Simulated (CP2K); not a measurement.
Consider 3-carboxyfuran at its PBE geometry (Å).

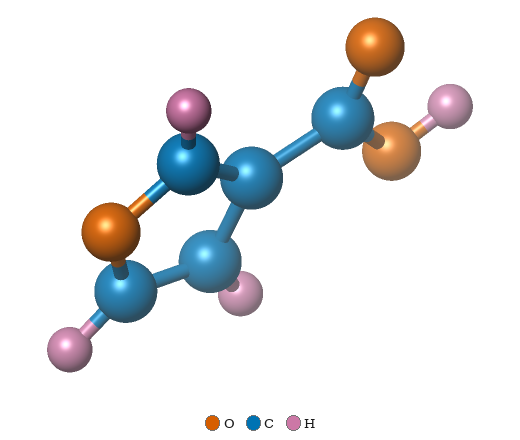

The molecule (oxygen orange, carbon blue, hydrogen pink).

```xyz
12

O     2.2121   -1.2417    0.6640
C     1.5823   -0.3586    0.0973
O     2.2153    0.6024   -0.6545
C     0.1213   -0.1729    0.1121
C    -0.6613    0.8558   -0.5251
C    -1.9611    0.5931   -0.2188
O    -2.0527   -0.5397    0.5724
C    -0.7764   -0.9865    0.7619
H     3.1672    0.3815   -0.5916
H    -0.2850    1.6748   -1.1262
H    -2.9038    1.0691   -0.4577
H    -0.6578   -1.8773    1.3662
```

Method: CP2K XAS_TDP, all-electron GAPW, PBEh(45%), aug-cc-pVDZ, TDA, GW2X-corrected core level, no relativity.

Where do the C K-edge lines lie, and how strong are they?

Leading lines: C2 290.05 eV, C4 287.46 eV, C5 287.96 eV, C6 288.69 eV and C8 287.98 eV. The leading line of an atom is its first one with 35 % of the strongest within 2.5 eV of its lowest line over the strength cut. Core ionisation energies at this level: C5 292.62, C6 293.81, C8 294.07, C2 296.74 and C4 292.49 eV.

The first six lines of each atom with a strength over 0.0015:

```
                     atom  energy (eV)  states  strength, one atom  above the computed threshold
 C2 (bonded to C and 2 O)       290.05       1              0.0681                              
                                294.83       1              0.0033                              
                                294.91       1              0.0054                              
                                296.39       1              0.0052                              
                                296.59       1              0.0095                              
                                296.69       1              0.0041                              
       C4 (bonded to 3 C)       287.46       1              0.0259                              
                                290.95       1              0.0021                              
                                291.01       1              0.0327                              
                                292.03       1              0.0041                              
                                292.35       1              0.0018                              
                                293.05       1              0.0148                           yes
 C5 (bonded to 2 C and H)       287.96       1              0.0501                              
                                290.75       1              0.0085                              
                                291.74       1              0.0041                              
                                292.25       1              0.0041                              
                                293.09       1              0.0065                           yes
                                293.12       1              0.0071                           yes
C6 (bonded to C, O and H)       288.69       1              0.0524                              
                                291.01       1              0.0016                              
                                291.71       1              0.0191                              
                                292.33       1              0.0204                              
                                292.80       1              0.0031                              
                                293.21       1              0.0055                              
C8 (bonded to C, O and H)       287.98       1              0.0545                              
                                292.14       1              0.0193                              
                                292.93       1              0.0137                              
                                293.09       1              0.0077                              
                                293.35       1              0.0023                              
                                293.62       1              0.0028
```

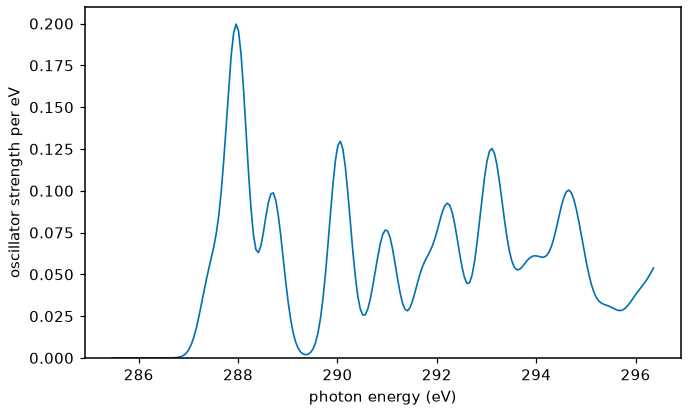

All atoms added, broadened by 0.5 eV.

Lines are vertical, at one geometry, with no vibrational structure. GW2X ionisation energies and lines can be off by 1 to 2 eV either way, and a good line position may hide errors that cancel. These values hold no scalar relativity, about 0.1 eV for C 1s. Rydberg lines, and the discretised continuum above threshold, depend on the basis and the box.

[Banner, clock and machine lines of the logs are left out without a mark of their own.]

[Logs are printed without paths, hosts, clocks, repeated set-up lines and the standing remarks that a program may print on its own settings, such as how far it seeks lower states.]

[Hosts, paths, dates, database ids (printed as entryN), source tags and the programs' standing remarks are cut or masked in the printed files.]
